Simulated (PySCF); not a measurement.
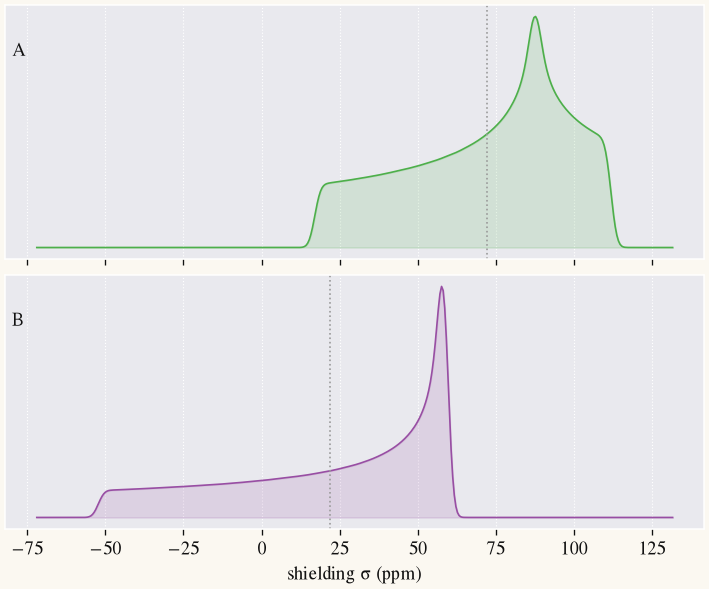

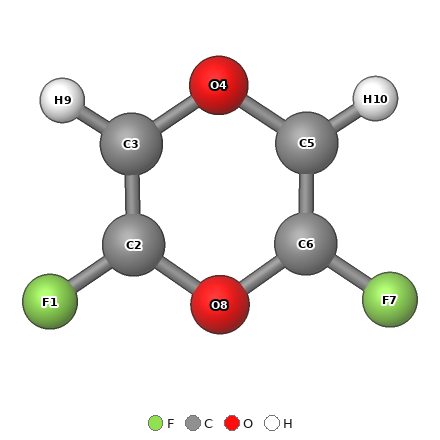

Static powder patterns (¹³C) from GIAO shielding tensors of C₄H₂F₂O₂, SMILES FC1=COC=C(F)O1, PBE0/pcSseg-1 in PySCF 2.14.0, at a GFN2-xTB geometry (no frequency check); absolute shielding, one fixed geometry of the isolated molecule without any motion, no dipolar terms. The dotted line is the isotropic value; skew is 3(σiso − σ22)/span.

> The panels belong to C5 and C6. Which is which?

panel A: C5, σ11, σ22, σ33 = 17, 88, 112 ppm, isotropic 72, span 95 ppm, skew −0.49; panel B: C6, σ11, σ22, σ33 = −52, 59, 59 ppm, isotropic 22, span 112 ppm, skew −0.99.

Note: the tight-binding geometry is rougher than a DFT one and adds to the error.
